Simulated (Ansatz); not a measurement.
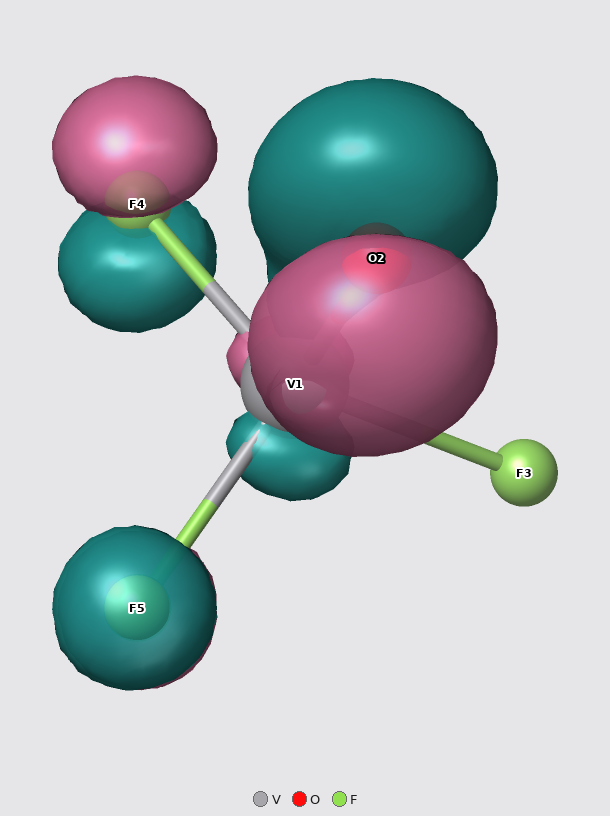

Figure 1: F3OV (VOF3). The HOMO at ±0.2 Å⁻³ᐟ² (teal and pink are the two phases), seen at a tilt.

Geometry: PBE0-D4/def2-SVP; not at a stationary point (largest force 0.7 eV/Å).

The calculation used RKS PBE0-D4/def2-TZVP (Ansatz 0.2.0).

```xyz
5

V     0.0001   -0.0001    0.0140
O     0.0085   -0.0152    1.5459
F     1.6097    0.0091   -0.5288
F    -0.8125    1.3995   -0.5018
F    -0.8057   -1.3933   -0.5293
```

### Where does this orbital lie, and at what energy?

Its weight (Hirshfeld) is mainly on O2 (about 55 %), V1 (about 15 %), F4 (about 15 %) and F5 (about 15 %). It is one of a degenerate set, so its orientation is arbitrary. Its energy is −11.46 eV.
